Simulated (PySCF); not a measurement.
**C2H8N2Si: a tour of settings**

Which settings matter for C2H8N2Si (`C/C=N/[SiH2]N`), and how do bad ones show?

The runs use PySCF 2.14.0, with density-fitted response routines of our own; the level of theory stands in each step. All values are computed, except where a source is named. Atoms count from 0, in the outputs and in this text.

### 1 The starting structure

13 atoms, charge 0, multiplicity 1; geometry from: GFN2-xTB.

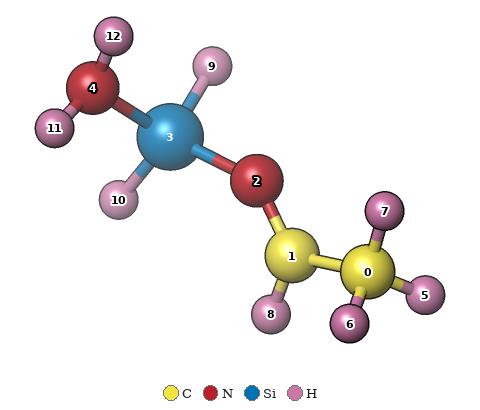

The starting geometry (carbon yellow, nitrogen red, silicon blue, hydrogen pink), atoms numbered; sticks join atoms by distance.

### 2 NMR shieldings: PBE0/pcSseg-1

The job: settings as JSON, then the geometry in Å.

```
{"job": {"kind": "nmr", "xc": "PBE0", "basis": "pcSseg-1"}, "charge": 0, "multiplicity": 1}
C      2.438593     0.171616    -0.088562
C      1.122317    -0.464713     0.204350
N      0.063682    -0.079053    -0.334282
Si    -1.601611    -0.524017    -0.243523
N     -2.564065     0.845313     0.181346
H      3.120526    -0.572720    -0.497676
H      2.877672     0.550494     0.833483
H      2.316372     0.984931    -0.797925
H      1.166917    -1.295298     0.925569
H     -1.932899    -0.889467    -1.616316
H     -1.955094    -1.545424     0.746939
H     -2.499637     1.193373     1.125067
H     -2.557162     1.625452    -0.456198
```

With the program's defaults for keys left out, this is: GIAO PBE0/pcSseg-1 NMR shielding, non-relativistic, gas phase.

Launch:

```bash
$ OMP_NUM_THREADS=1 python probes_run.py task.json out
```

This one command runs all jobs of the session in turn.

Log:

```text
coarse grid: 10880 points
cycle   1  E = -479.5618164243  dE =  4.313e-01  |g| = 5.866e-01  |ddm| = 3.134e+00
cycle   2  E = -479.4591161451  dE =  1.027e-01  |g| = 9.015e-01  |ddm| = 1.341e+00
cycle   3  E = -479.6358909944  dE = -1.768e-01  |g| = 1.321e-01  |ddm| = 9.194e-01
cycle   4  E = -479.6395158249  dE = -3.625e-03  |g| = 4.171e-02  |ddm| = 1.132e-01
cycle   5  E = -479.6398702468  dE = -3.544e-04  |g| = 1.143e-02  |ddm| = 3.740e-02
cycle   6  E = -479.6398979323  dE = -2.769e-05  |g| = 2.982e-03  |ddm| = 1.059e-02
cycle   7  E = -479.6399000286  dE = -2.096e-06  |g| = 4.356e-04  |ddm| = 3.291e-03
final grid: 99304 points
cycle   8  E = -479.6633221999  dE = -1.749e-05  |g| = 7.631e-03  |ddm| = 1.636e-02
cycle   9  E = -479.6633151941  dE =  7.006e-06  |g| = 9.601e-03  |ddm| = 1.445e-02
cycle  10  E = -479.6633354732  dE = -2.028e-05  |g| = 8.057e-04  |ddm| = 7.979e-03
cycle  11  E = -479.6633356045  dE = -1.313e-07  |g| = 2.906e-04  |ddm| = 7.305e-04
cycle  12  E = -479.6633356211  dE = -1.668e-08  |g| = 9.897e-05  |ddm| = 2.504e-04
cycle  13  E = -479.6633356231  dE = -1.987e-09  |g| = 2.964e-05  |ddm| = 1.026e-04
cycle  14  E = -479.6633356233  dE = -1.844e-10  |g| = 4.662e-06  |ddm| = 3.117e-05
converged SCF energy = -479.6633356233

GIAO shielding tensors (ppm)
atom      isotropic    diamagn.    paramagn.     s11        s22        s33       span
  0 C      153.561     250.962     -97.401    135.291    136.843    188.550     53.260
  1 C       13.924     253.586    -239.662    -75.845    -10.003    127.622    203.467
  2 N     -129.478     333.795    -463.274   -448.137   -164.427    224.129    672.265
  3 Si     392.148     881.288    -489.140    359.127    399.924    417.394     58.267
  4 N      245.041     319.546     -74.505    232.170    242.387    260.567     28.398
  5 H       29.522      28.450       1.072     27.301     27.699     33.565      6.264
  6 H       29.557      29.251       0.306     27.443     27.780     33.447      6.004
  7 H       29.693      30.349      -0.656     26.853     28.675     33.551      6.698
  8 H       23.000      31.618      -8.618     20.887     23.754     24.361      3.474
  9 H       26.744      30.147      -3.403     23.705     25.095     31.433      7.728
 10 H       26.763      30.055      -3.293     23.431     25.295     31.561      8.130
 11 H       31.165      32.194      -1.029     24.852     27.005     41.637     16.785
 12 H       30.830      31.843      -1.014     24.356     26.529     41.604     17.248
```

Wall time 12 s (1 thread of Arm Neoverse V2, shared host); peak memory 0.63 GiB.

Shifts follow as δ = σ(reference) − σ, with reference shieldings (ppm) from runs at the same level and on the same kind of geometry: ¹H TMS 31.72, ¹³C TMS 186.9, ²⁹Si TMS 349.2, ¹⁵N NH3 267.7. The references are single molecules in the gas phase, so shifts against H2O, NH3, PH3, H3PO4 or CFCl3 are not on the usual liquid scales and can be off by tens of ppm. Atoms listed in one row are averaged.

```tsv
atoms	environment	σ (ppm)	δ (ppm)	δ scaled to CDCl3
C1	C=N carbon	13.9	173.0	166.9
C0	methyl carbon	153.6	33.4	30.6
H8	hydrogen on a C=N carbon	23.00	8.72	8.32
H9, H10	hydrogen on a silicon bonded to 2 N	26.75	4.96	–
H5, H6, H7	hydrogen on a methyl carbon	29.59	2.13	2.11
H11, H12	hydrogen on a nitrogen bonded to Si	31.00	0.72	–
N2	imine nitrogen	-129.5	397.2	–
N4	nitrogen bonded to Si, 2 H	245.0	22.7	–
Si3	silicon bonded to 2 N, 2 H	392.1	-43.0	–
```

The scaled column applies a straight-line fit of computed shieldings to shifts measured in CDCl3 (root-mean-square error 0.16 ppm for H, 1.9 ppm for C).

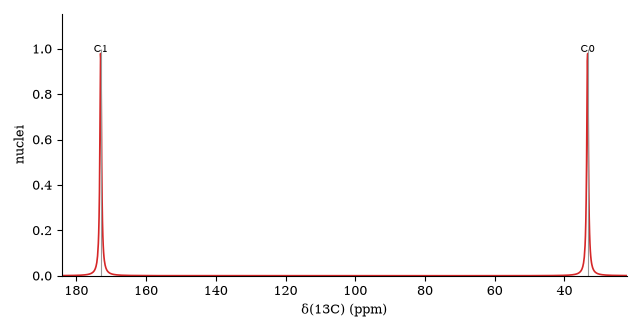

¹³C lines at the computed shifts, without couplings. Lines are broadened to a width of 0.56 ppm (Lorentzian).

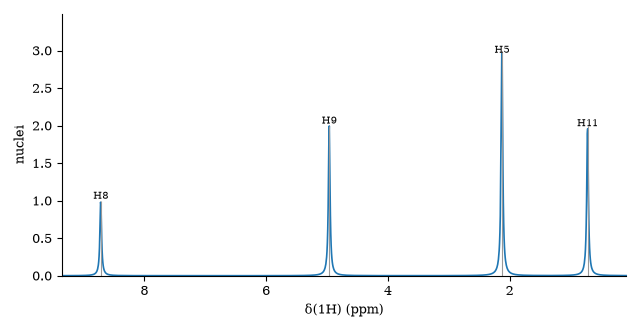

¹H lines at the computed shifts, without couplings. Lines are broadened to a width of 0.03 ppm (Lorentzian).

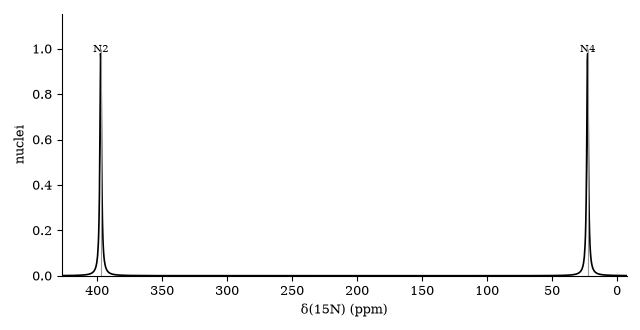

¹⁵N lines at the computed shifts, without couplings. Lines are broadened to a width of 1 ppm (Lorentzian).

Charges from the same density, by scheme (e):

```tsv
atoms	Mulliken	IAO	Hirshfeld	ESP fit
C0	-0.25	-0.45	-0.12	-0.46
C1	0.05	0.09	0.07	0.53
N2	-0.54	-0.57	-0.25	-0.69
Si3	0.80	1.00	0.38	0.82
N4	-0.62	-0.84	-0.32	-1.06
```

Mulliken charges:

C0 -0.25; C1 0.05; N2 -0.54; Si3 0.80; N4 -0.62; H5 0.13; H6 0.13; H7 0.13; H8 0.08; H9 -0.13; H10 -0.15; H11 0.19; H12 0.19

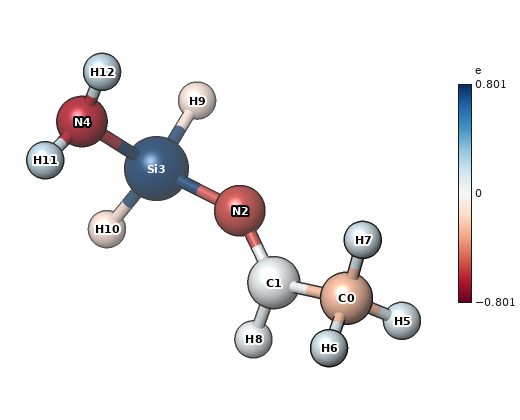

Mulliken charges, as colours on the atoms.

Mayer bond orders: C0–C1 1.01, C1–N2 1.93, N2–Si3 0.96, Si3–N4 1.07.

Orbitals, density, ELF and potential are computed afterwards from the orbital file.

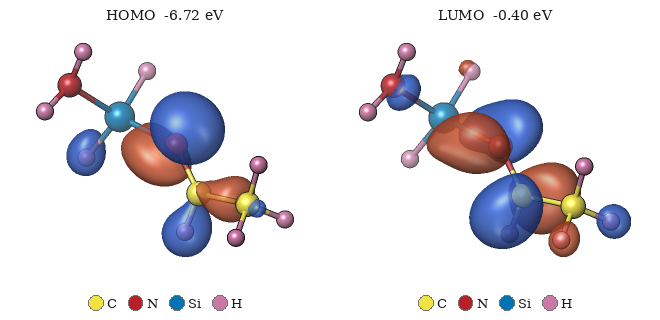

Frontier orbitals at PBE0/pcSseg-1; each surface holds 70 % of the orbital's density, blue and red mark the sign.

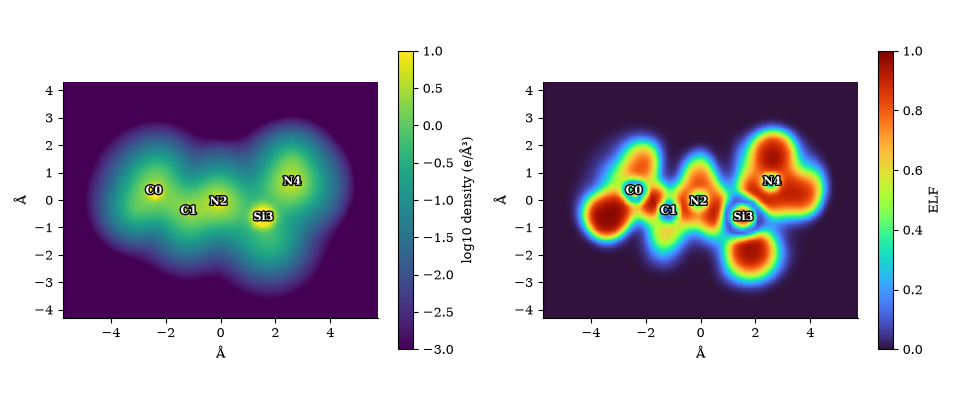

Density (left) and ELF (right) in a plane through or near 5 of the atoms.

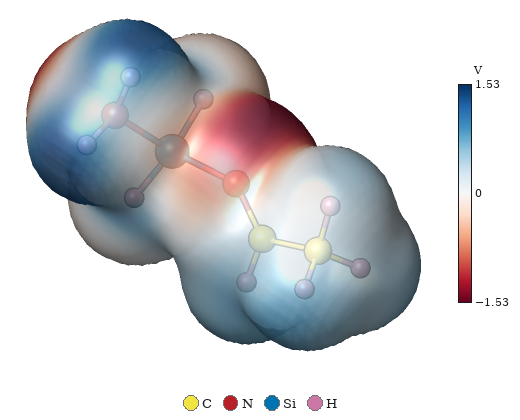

Electrostatic potential on the surface of density 0.002 e/bohr³; red is low, blue high. It runs from -1.53 V near N4 to 1.34 V near H11.

### 3 Ultraviolet spectrum: PBE0/def2-SVPD

Same as in step 2 but for these lines:

```diff
@@ -1,2 +1,2 @@
-{"job": {"kind": "nmr", "xc": "PBE0", "basis": "pcSseg-1"}, "charge": 0, "multiplicity": 1}
+{"job": {"kind": "uv", "xc": "PBE0", "basis": "def2-SVPD", "nstates": 6, "ntriplets": 2}, "charge": 0, "multiplicity": 1}
 C      2.438593     0.171616    -0.088562
```

With the program's defaults for keys left out, this is: TDDFT PBE0/def2-SVPD, vertical, gas phase, core orbitals frozen in the response.

Log:

```text
coarse grid: 10880 points
cycle   1  E = -479.3531011792  dE =  3.912e-01  |g| = 5.640e-01  |ddm| = 4.744e+00
cycle   2  E = -479.2436787996  dE =  1.094e-01  |g| = 8.930e-01  |ddm| = 2.572e+00
cycle   3  E = -479.4244171196  dE = -1.807e-01  |g| = 1.248e-01  |ddm| = 1.676e+00
cycle   4  E = -479.4277797510  dE = -3.363e-03  |g| = 4.128e-02  |ddm| = 2.109e-01
cycle   5  E = -479.4281358912  dE = -3.561e-04  |g| = 1.206e-02  |ddm| = 7.773e-02
cycle   6  E = -479.4281694106  dE = -3.352e-05  |g| = 2.581e-03  |ddm| = 1.782e-02
cycle   7  E = -479.4281710993  dE = -1.689e-06  |g| = 4.996e-04  |ddm| = 4.555e-03
final grid: 99304 points
cycle   8  E = -479.4815351747  dE = -1.606e-05  |g| = 7.495e-03  |ddm| = 8.632e-02
cycle   9  E = -479.4815269153  dE =  8.259e-06  |g| = 9.680e-03  |ddm| = 2.712e-02
cycle  10  E = -479.4815486068  dE = -2.169e-05  |g| = 9.184e-04  |ddm| = 1.539e-02
cycle  11  E = -479.4815487994  dE = -1.926e-07  |g| = 2.395e-04  |ddm| = 1.340e-03
cycle  12  E = -479.4815488106  dE = -1.119e-08  |g| = 9.540e-05  |ddm| = 5.593e-04
cycle  13  E = -479.4815488126  dE = -1.997e-09  |g| = 2.473e-05  |ddm| = 1.621e-04
cycle  14  E = -479.4815488127  dE = -1.437e-10  |g| = 4.625e-06  |ddm| = 4.326e-05
converged SCF energy = -479.4815488127

Static polarisability (au): isotropic 70.053, principal 56.134 62.061 91.962

Singlet excitations
state   eV       nm        f      main configurations
  1   4.2321    293.0   0.00031   H->L 0.98
  2   5.9113    209.7   0.05948   H-1->L 0.96
  3   6.3567    195.0   0.00675   H->L+1 0.94
  4   6.4623    191.9   0.06763   H->L+2 0.93
  5   6.8813    180.2   0.02190   H-1->L+1 0.77, H-1->L+2 0.19
  6   7.1548    173.3   0.02610   H->L+3 0.92

Triplet excitations (Tamm-Dancoff, eV): 3.6553 5.0053
```

It took 15 s on 1 thread of Arm Neoverse V2, shared host; peak memory 0.71 GiB.

Frontier orbitals and where they lie:

```tsv
orbital	eV	atoms
HOMO−3	-9.76	Si3 27 %, H10 20 %, N2 15 %
HOMO−2	-8.84	N2 28 %, Si3 18 %, H9 18 %
HOMO−1	-7.50	N4 69 %, Si3 8 %, H11 7 %
HOMO	-6.77	N2 56 %, C1 14 %, Si3 10 %
LUMO	-0.51	C1 37 %, N2 30 %, Si3 8 %
LUMO+1	0.76	Si3 30 %, H11 10 %, C1 10 %
LUMO+2	0.92	Si3 15 %, C1 14 %, C0 13 %
```

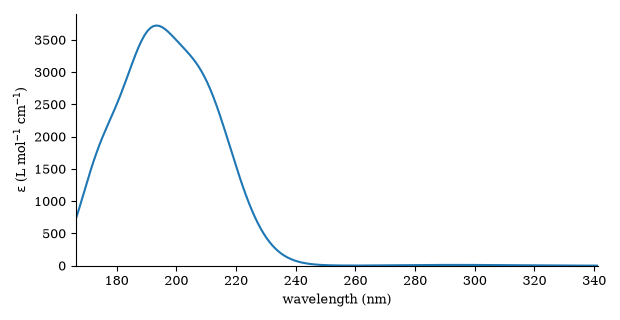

Absorption spectrum: each of the 6 states is a Gaussian band of 0.4 eV half-width at 1/e. Beyond the last state computed it falls off for lack of states.

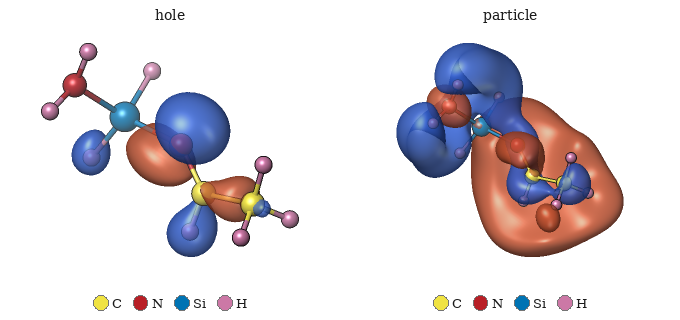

Leading natural transition orbitals of singlet state 4: the electron leaves the hole (left) for the particle orbital (right).

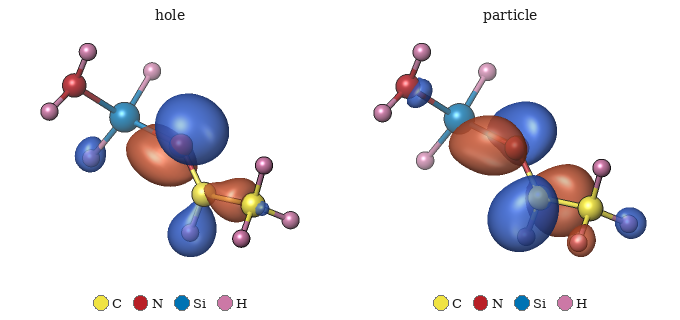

Leading natural transition orbitals of singlet state 1: the electron leaves the hole (left) for the particle orbital (right).

Ground-state properties from the same run:

```tsv
property	computed
dipole moment (D)	2.12
polarisability (Å³)	10.38
HOMO–LUMO gap (eV)	6.26
−ε(HOMO) (eV)	6.77
```

(Part 1 of 2 ends here.)
